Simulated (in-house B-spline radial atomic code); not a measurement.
**Ru⁺ in a hard spherical wall**

Aim: energy and levels of Ru⁺ squeezed by an impenetrable sphere of shrinking radius. More than one configuration is followed.

The numbers are computed with in-house B-spline radial atomic code version 1 (non-relativistic LDA (Slater, VWN5), spherical fractional occupations, point nucleus, basis-set limit), except any that are marked as measured or tabulated.

**1. The system**

- element: ruthenium (Z = 44)
- charge: +1
- electrons: 43
- configuration: [Kr] 4d7
- Hamiltonian: non-relativistic
- nucleus: point

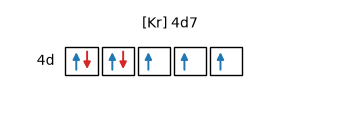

The shells outside the core, filled by Hund's rule for the drawing.

The boxes only draw the filling; these runs are spin-restricted and spherical.

Settings of the run:

```ini
Z = 44
electrons = 43.0
configuration = [Kr] 4d7
hamiltonian = nr
method = lda,vwn
spin_polarised = False
```

From the earlier run of the reference: total energy -4438.718979 hartree. Levels, eight at most:

| orbital | occupation | energy (eV) | <r> (bohr) |
| --- | --- | --- | --- |
| 2s | 2 | -3015.04 | 0.1510 |
| 2p | 6 | -2791.85 | 0.1292 |
| 3s | 2 | -534.23 | 0.4157 |
| 3p | 6 | -446.57 | 0.4089 |
| 3d | 10 | -284.66 | 0.3839 |
| 4s | 2 | -78.845 | 1.048 |
| 4p | 6 | -52.723 | 1.141 |
| 4d | 7 | -12.982 | 1.627 |

**2. Wall at 5.01 bohr, configuration [Kr] 4d7**

Settings: those of step 1 with these lines changed.

```diff
@@ -6 +6,2 @@
 spin_polarised = False
+wall_radius = 5.01
```

Results of the run (chosen fields of its result record, rounded):

```text
status: converged
scf [iteration, energy, orbital gradient]:
  - [1, -4434.68098138, 0.434]
  - [2, -4434.57074452, 0.308]
  - [3, -4438.67959298, 0.0156]
  - [4, -4438.69488535, 0.0106]
  - [5, -4438.69714946, 0.00356]
  - [6, -4438.69729502, 0.00116]
  - [7, -4438.69732764, 0.000473]
  - [8, -4438.6973391, 2.62e-05]
  - [9, -4438.69733914, 4.1e-07]
energy [hartree]: {"total": -4438.69733914, "kinetic": 4435.94627003, "nuclear": -10562.7665791, "coulomb": 1814.50159152, "xc": -126.378621581}
orbitals [hartree, bohr; first row names the columns]:
  - ["name", "occ", "eps", "<r>"]
  - ["1s", 2.0, -783.15435, 0.034663]
  - ["2s", 2.0, -110.76748, 0.15104]
  - ["2p", 6.0, -102.56538, 0.12921]
  - ["3s", 2.0, -19.600266, 0.4157]
  - ["3p", 6.0, -16.378748, 0.40891]
  - ["3d", 10.0, -10.428722, 0.38392]
  - ["4s", 2.0, -2.8683638, 1.0486]
  - ["4p", 6.0, -1.9093093, 1.1422]
  - ["4d", 7.0, -0.45063353, 1.595]
sum_r [bohr^k]: {"-1": 240.0629, "1": 28.38608, "2": 36.32709}
pressure [GPa]: 3.447527
energy_minus_base [hartree]: 0.0216403409
```

It took 0.02 s on 1 thread, shared host.

energy_minus_base is the energy less that of the reference run. pressure is −dE/dV on the wall, from the slope of the orbitals there.

**3. Wall at 2.98 bohr, configuration [Kr] 4d7**

Settings: those of step 2 with these lines changed.

```diff
@@ -6,2 +6,2 @@
 spin_polarised = False
-wall_radius = 5.01
+wall_radius = 2.98
```

Results of the run:

```text
status: converged
scf [iteration, energy, orbital gradient]:
  - [1, -4436.75787016, 0.434]
  - [2, -4437.11246883, 0.202]
  - [3, -4437.89995772, 0.0214]
  - [4, -4437.90268014, 0.00749]
  - [5, -4437.9028635, 0.00191]
  - [6, -4437.90288991, 0.000301]
  - [7, -4437.90289046, 3.13e-05]
  - [8, -4437.90289051, 1.98e-06]
  - [9, -4437.90289051, 4.51e-09]
energy [hartree]: {"total": -4437.90289051, "kinetic": 4439.8113332, "nuclear": -10581.5399169, "coulomb": 1830.82989609, "xc": -127.004202889}
orbitals [hartree, bohr; first row names the columns]:
  - ["name", "occ", "eps", "<r>"]
  - ["1s", 2.0, -782.72221, 0.034663]
  - ["2s", 2.0, -110.32742, 0.15105]
  - ["2p", 6.0, -102.12518, 0.12921]
  - ["3s", 2.0, -19.186523, 0.4159]
  - ["3p", 6.0, -15.964444, 0.40916]
  - ["3d", 10.0, -10.010968, 0.38436]
  - ["4s", 2.0, -2.5385658, 1.0582]
  - ["4p", 6.0, -1.5904018, 1.1466]
  - ["4d", 7.0, -0.097283209, 1.3868]
sum_r [bohr^k]: {"-1": 240.4895, "1": 26.98046, "2": 30.25468}
pressure [GPa]: 430.9298
energy_minus_base [hartree]: 0.816088971
```

It took 0.02 s on 1 thread, shared host.

**4. Wall at 1.64 bohr, configuration [Kr] 4d7**

Settings: those of step 3 with these lines changed.

```diff
@@ -6,2 +6,2 @@
 spin_polarised = False
-wall_radius = 2.98
+wall_radius = 1.64
```

Results of the run:

```text
status: converged
scf [iteration, energy, orbital gradient]:
  - [1, -4417.35366293, 0.427]
  - [2, -4417.89369054, 0.0394]
  - [3, -4417.90634841, 0.0182]
  - [4, -4417.90836676, 0.0081]
  - [5, -4417.90876983, 0.00103]
  - [6, -4417.90878197, 0.000112]
  - [7, -4417.90878215, 1.63e-05]
  - [8, -4417.90878215, 1.04e-07]
energy [hartree]: {"total": -4417.90878215, "kinetic": 4514.91287287, "nuclear": -10750.440256, "coulomb": 1949.5724269, "xc": -131.953825956}
orbitals [hartree, bohr; first row names the columns]:
  - ["name", "occ", "eps", "<r>"]
  - ["1s", 2.0, -778.90441, 0.034664]
  - ["2s", 2.0, -106.68213, 0.15117]
  - ["2p", 6.0, -98.440906, 0.12934]
  - ["3s", 2.0, -16.097311, 0.42037]
  - ["3p", 6.0, -12.863217, 0.41489]
  - ["3d", 10.0, -6.8592351, 0.39407]
  - ["4s", 2.0, -0.018345732, 0.92844]
  - ["4p", 6.0, 1.1094086, 0.94134]
  - ["4d", 7.0, 3.1248446, 0.95463]
sum_r [bohr^k]: {"-1": 244.3282, "1": 22.60574, "2": 18.43942}
pressure [GPa]: 53127.3
energy_minus_base [hartree]: 20.8101973
```

It took 0.02 s on 1 thread, shared host.

**5. Wall at 5.01 bohr, configuration [Ar] 3d9 4s2 4p6 4d7 4f1**

Settings of the run:

```ini
Z = 44
electrons = 43.0
configuration = [Ar] 3d9 4s2 4p6 4d7 4f1
hamiltonian = nr
method = lda,vwn
spin_polarised = False
wall_radius = 5.01
```

Results of the run:

```text
status: converged
scf [iteration, energy, orbital gradient]:
  - [1, -4420.32332865, 0.435]
  - [2, -4420.29792478, 0.398]
  - [3, -4427.37488174, 0.0154]
  - [4, -4427.39854262, 0.0132]
  - [5, -4427.40155403, 0.00304]
  - [6, -4427.40169745, 0.00114]
  - [7, -4427.40174394, 0.000359]
  - [8, -4427.40175048, 2.6e-05]
  - [9, -4427.40175052, 4.73e-07]
  - [10, -4427.40175052, 1.86e-08]
energy [hartree]: {"total": -4427.40175052, "kinetic": 4425.41682249, "nuclear": -10508.4244957, "coulomb": 1780.56588858, "xc": -124.959965882}
orbitals [hartree, bohr; first row names the columns]:
  - ["name", "occ", "eps", "<r>"]
  - ["1s", 2.0, -784.42199, 0.034664]
  - ["2s", 2.0, -112.07776, 0.15099]
  - ["2p", 6.0, -103.87932, 0.12918]
  - ["3s", 2.0, -20.518798, 0.41243]
  - ["3p", 6.0, -17.309746, 0.40487]
  - ["3d", 9.0, -11.418235, 0.37752]
  - ["4s", 2.0, -3.1720485, 1.022]
  - ["4p", 6.0, -2.1843847, 1.1026]
  - ["4d", 7.0, -0.64031101, 1.4545]
  - ["4f", 1.0, 0.34875304, 2.9551]
sum_r [bohr^k]: {"-1": 238.8278, "1": 29.59381, "2": 41.07927}
pressure [GPa]: 17.20982
energy_minus_base [hartree]: 11.317229
```

Run time: 0.06 s. Hardware: 1 thread, shared host.

**6. Wall at 2.98 bohr, configuration [Ar] 3d9 4s2 4p6 4d7 4f1**

Settings: those of step 5 with these lines changed.

```diff
@@ -6,2 +6,2 @@
 spin_polarised = False
-wall_radius = 5.01
+wall_radius = 2.98
```

Results of the run:

```text
status: converged
scf [iteration, energy, orbital gradient]:
  - [1, -4423.60548882, 0.434]
  - [2, -4424.13762335, 0.269]
  - [3, -4426.1344968, 0.0255]
  - [4, -4426.1392274, 0.00777]
  - [5, -4426.13956704, 0.00242]
  - [6, -4426.13961414, 0.000209]
  - [7, -4426.13961445, 2.5e-05]
  - [8, -4426.13961447, 3.65e-06]
  - [9, -4426.13961447, 2.62e-08]
energy [hartree]: {"total": -4426.13961448, "kinetic": 4429.05877361, "nuclear": -10529.2097229, "coulomb": 1799.68295458, "xc": -125.671619818}
orbitals [hartree, bohr; first row names the columns]:
  - ["name", "occ", "eps", "<r>"]
  - ["1s", 2.0, -783.94481, 0.034664]
  - ["2s", 2.0, -111.58941, 0.15099]
  - ["2p", 6.0, -103.39203, 0.12918]
  - ["3s", 2.0, -20.036358, 0.41251]
  - ["3p", 6.0, -16.827275, 0.40497]
  - ["3d", 9.0, -10.934487, 0.3777]
  - ["4s", 2.0, -2.7545413, 1.0317]
  - ["4p", 6.0, -1.7785866, 1.1116]
  - ["4d", 7.0, -0.22610282, 1.3354]
  - ["4f", 1.0, 1.2642723, 1.6805]
sum_r [bohr^k]: {"-1": 239.3002, "1": 27.56178, "2": 31.39111}
pressure [GPa]: 518.5711
energy_minus_base [hartree]: 12.579365
```

It took 0.03 s on 1 thread, shared host.

**7. Wall at 1.64 bohr, configuration [Ar] 3d9 4s2 4p6 4d7 4f1**

Settings: those of step 6 with these lines changed.

```diff
@@ -6,2 +6,2 @@
 spin_polarised = False
-wall_radius = 2.98
+wall_radius = 1.64
```

Results of the run:

```text
status: converged
scf [iteration, energy, orbital gradient]:
  - [1, -4404.89988824, 0.427]
  - [2, -4405.42941329, 0.0681]
  - [3, -4405.45890388, 0.0239]
  - [4, -4405.46182871, 0.00905]
  - [5, -4405.46225354, 0.00204]
  - [6, -4405.46228084, 0.000278]
  - [7, -4405.46228186, 8.94e-06]
  - [8, -4405.46228186, 1.22e-07]
energy [hartree]: {"total": -4405.46228187, "kinetic": 4504.57332621, "nuclear": -10700.7073628, "coulomb": 1921.46233834, "xc": -130.790583609}
orbitals [hartree, bohr; first row names the columns]:
  - ["name", "occ", "eps", "<r>"]
  - ["1s", 2.0, -780.06198, 0.034665]
  - ["2s", 2.0, -107.85534, 0.15111]
  - ["2p", 6.0, -99.623131, 0.12929]
  - ["3s", 2.0, -16.818771, 0.41668]
  - ["3p", 6.0, -13.597091, 0.41025]
  - ["3d", 9.0, -7.6509759, 0.38623]
  - ["4s", 2.0, -0.18797791, 0.92154]
  - ["4p", 6.0, 0.94243308, 0.93455]
  - ["4d", 7.0, 2.9527949, 0.9488]
  - ["4f", 1.0, 5.1323103, 0.9676]
sum_r [bohr^k]: {"-1": 243.1979, "1": 22.97776, "2": 18.94799}
pressure [GPa]: 54237.78
energy_minus_base [hartree]: 33.2566976
```

It took 0.02 s on 1 thread, shared host.

**8. Wall at 5.01 bohr, configuration [Ar] 3d10 4s2 4p5 4d7 4f1**

Settings of the run:

```ini
Z = 44
electrons = 43.0
configuration = [Ar] 3d10 4s2 4p5 4d7 4f1
hamiltonian = nr
method = lda,vwn
spin_polarised = False
wall_radius = 5.01
```

Results of the run:

```text
status: converged
scf [iteration, energy, orbital gradient]:
  - [1, -4431.13824746, 0.435]
  - [2, -4431.17710461, 0.325]
  - [3, -4436.29256667, 0.0134]
  - [4, -4436.3111927, 0.0104]
  - [5, -4436.31352486, 0.00359]
  - [6, -4436.31367433, 0.000985]
  - [7, -4436.31368933, 0.000294]
  - [8, -4436.31369396, 1.77e-05]
  - [9, -4436.31369397, 3.84e-07]
energy [hartree]: {"total": -4436.31369397, "kinetic": 4434.31552026, "nuclear": -10548.2126375, "coulomb": 1803.57110729, "xc": -125.987683994}
orbitals [hartree, bohr; first row names the columns]:
  - ["name", "occ", "eps", "<r>"]
  - ["1s", 2.0, -783.48048, 0.034663]
  - ["2s", 2.0, -111.06003, 0.15103]
  - ["2p", 6.0, -102.86213, 0.1292]
  - ["3s", 2.0, -19.880732, 0.41558]
  - ["3p", 6.0, -16.659661, 0.40875]
  - ["3d", 10.0, -10.709114, 0.38368]
  - ["4s", 2.0, -3.0870834, 1.0394]
  - ["4p", 5.0, -2.1166293, 1.1256]
  - ["4d", 7.0, -0.61196756, 1.5046]
  - ["4f", 1.0, 0.34064848, 2.9434]
sum_r [bohr^k]: {"-1": 239.7321, "1": 29.44955, "2": 41.43676}
pressure [GPa]: 17.17782
energy_minus_base [hartree]: 2.4052855
```

Run time: 0.03 s. Hardware: 1 thread, shared host.

**9. Wall at 2.98 bohr, configuration [Ar] 3d10 4s2 4p5 4d7 4f1**

Settings: those of step 8 with these lines changed.

```diff
@@ -6,2 +6,2 @@
 spin_polarised = False
-wall_radius = 5.01
+wall_radius = 2.98
```

Results of the run:

```text
status: converged
scf [iteration, energy, orbital gradient]:
  - [1, -4433.58606663, 0.435]
  - [2, -4433.97767702, 0.217]
  - [3, -4434.96527528, 0.0214]
  - [4, -4434.96833315, 0.00735]
  - [5, -4434.96849364, 0.00183]
  - [6, -4434.96851606, 0.000334]
  - [7, -4434.96851681, 4.17e-05]
  - [8, -4434.96851689, 2.24e-06]
  - [9, -4434.9685169, 1.1e-08]
energy [hartree]: {"total": -4434.9685169, "kinetic": 4438.37455641, "nuclear": -10570.4178068, "coulomb": 1823.80464717, "xc": -126.729913682}
orbitals [hartree, bohr; first row names the columns]:
  - ["name", "occ", "eps", "<r>"]
  - ["1s", 2.0, -782.97088, 0.034663]
  - ["2s", 2.0, -110.54033, 0.15103]
  - ["2p", 6.0, -102.34326, 0.1292]
  - ["3s", 2.0, -19.370177, 0.41569]
  - ["3p", 6.0, -16.14902, 0.40889]
  - ["3d", 10.0, -10.197007, 0.38393]
  - ["4s", 2.0, -2.6503407, 1.0503]
  - ["4p", 5.0, -1.6928636, 1.1351]
  - ["4d", 7.0, -0.17672769, 1.3673]
  - ["4f", 1.0, 1.266494, 1.6969]
sum_r [bohr^k]: {"-1": 240.2368, "1": 27.31431, "2": 31.29217}
pressure [GPa]: 562.7851
energy_minus_base [hartree]: 3.75046258
```

It took 0.03 s on 1 thread, shared host.

**10. Wall at 1.64 bohr, configuration [Ar] 3d10 4s2 4p5 4d7 4f1**

Settings: those of step 9 with these lines changed.

```diff
@@ -6,2 +6,2 @@
 spin_polarised = False
-wall_radius = 2.98
+wall_radius = 1.64
```

Results of the run:

```text
status: converged
scf [iteration, energy, orbital gradient]:
  - [1, -4413.17565951, 0.428]
  - [2, -4413.7445264, 0.044]
  - [3, -4413.75821588, 0.0195]
  - [4, -4413.76049193, 0.00847]
  - [5, -4413.7609434, 0.00118]
  - [6, -4413.76095769, 6.28e-05]
  - [7, -4413.76095776, 2.12e-05]
  - [8, -4413.76095776, 1.2e-07]
energy [hartree]: {"total": -4413.76095776, "kinetic": 4512.56786063, "nuclear": -10741.6144837, "coulomb": 1947.0735766, "xc": -131.787911331}
orbitals [hartree, bohr; first row names the columns]:
  - ["name", "occ", "eps", "<r>"]
  - ["1s", 2.0, -779.09544, 0.034663]
  - ["2s", 2.0, -106.8026, 0.15115]
  - ["2p", 6.0, -98.572678, 0.12931]
  - ["3s", 2.0, -16.140374, 0.42002]
  - ["3p", 6.0, -12.908704, 0.41444]
  - ["3d", 10.0, -6.9098726, 0.39331]
  - ["4s", 2.0, -0.028712854, 0.92814]
  - ["4p", 5.0, 1.098598, 0.94104]
  - ["4d", 7.0, 3.113117, 0.95445]
  - ["4f", 1.0, 5.2491435, 0.97735]
sum_r [bohr^k]: {"-1": 244.1276, "1": 22.62721, "2": 18.46842}
pressure [GPa]: 54083.42
energy_minus_base [hartree]: 24.9580217
```

Run time: 0.02 s. Hardware: 1 thread, shared host.

**11. Results**

| configuration | radius (bohr) | energy above the free system (eV) | pressure (GPa) | highest level (eV) |
| --- | --- | --- | --- | --- |
| [Kr] 4d7 | 5.01 | 0.589 | 3.45 | -12.262 (4d) |
| [Kr] 4d7 | 2.98 | 22.207 | 431 | -2.647 (4d) |
| [Kr] 4d7 | 1.64 | 566.27 | 53127 | 85.031 (4d) |
| [Ar] 3d9 4s2 4p6 4d7 4f1 | 5.01 | 307.96 | 17.2 | 9.490 (4f) |
| [Ar] 3d9 4s2 4p6 4d7 4f1 | 2.98 | 342.30 | 519 | 34.403 (4f) |
| [Ar] 3d9 4s2 4p6 4d7 4f1 | 1.64 | 904.96 | 54238 | 139.66 (4f) |
| [Ar] 3d10 4s2 4p5 4d7 4f1 | 5.01 | 65.451 | 17.2 | 9.270 (4f) |
| [Ar] 3d10 4s2 4p5 4d7 4f1 | 2.98 | 102.06 | 563 | 34.463 (4f) |
| [Ar] 3d10 4s2 4p5 4d7 4f1 | 1.64 | 679.14 | 54083 | 142.84 (4f) |

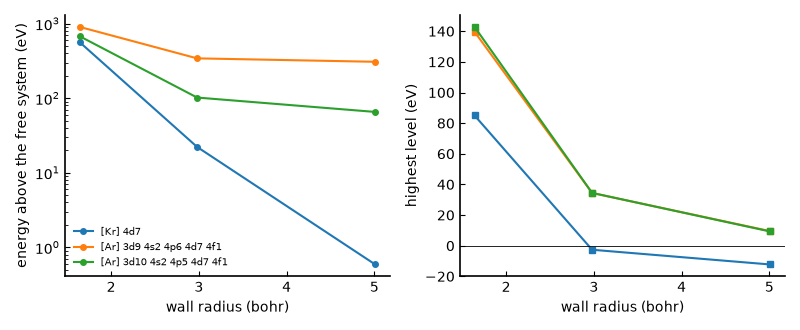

Energy above the free reference (left, logarithmic; it includes the excitation energy of the other configurations) and the highest occupied level (right).

**Reading.** For [Kr] 4d7 the energy above the free reference is 0.589 eV at 5.01 bohr and 566.27 eV at 1.64 bohr, where the electrons press on it with 53127 GPa. Its highest level passes zero between 2.98 and 1.64 bohr; in smaller spheres the level is positive, pushed up by confinement, and the wall keeps the electron in. Of [Kr] 4d7 and [Ar] 3d9 4s2 4p6 4d7 4f1, the first stays lower at every radius that both share. At 1.64 bohr the lowest of all 3 is [Kr] 4d7. A hard wall is a crude model of an atom's surroundings.
